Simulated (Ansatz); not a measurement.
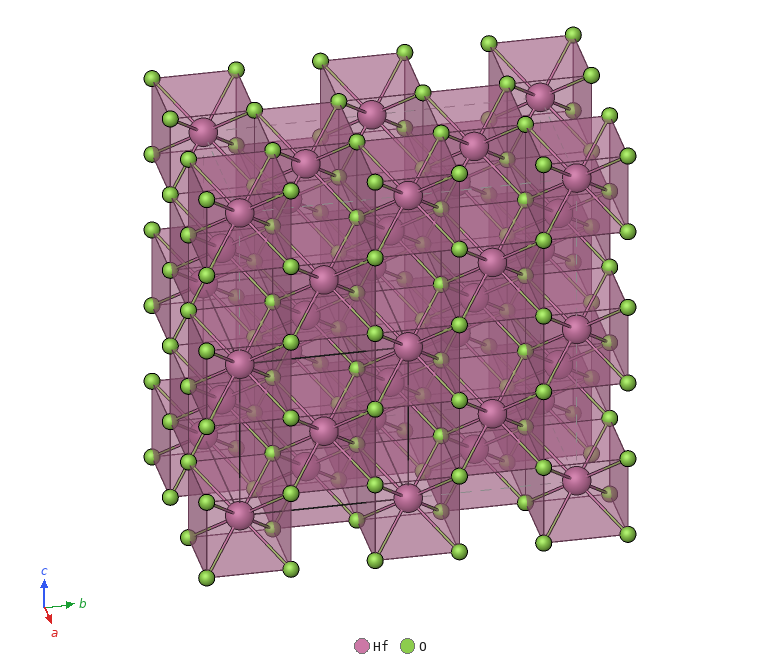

Polyhedra are drawn about Hf (bonds: Hf–O below 2.5 Å); other atoms are plain spheres.

The compound is HfO₂ (space group Fm-3m, No. 225), taken as a calculation's input that goes back to an entry of the Crystallography Open Database (an earlier step may have relaxed or displaced it).

**What figure surrounds each Hf atom, and what does it share with the other drawn polyhedra?**

Hf: HfO8 cube, sharing edges with twelve neighbours.

**How do these polyhedra hang together as a whole?**

They form a three-dimensional framework of edge-sharing cubes.
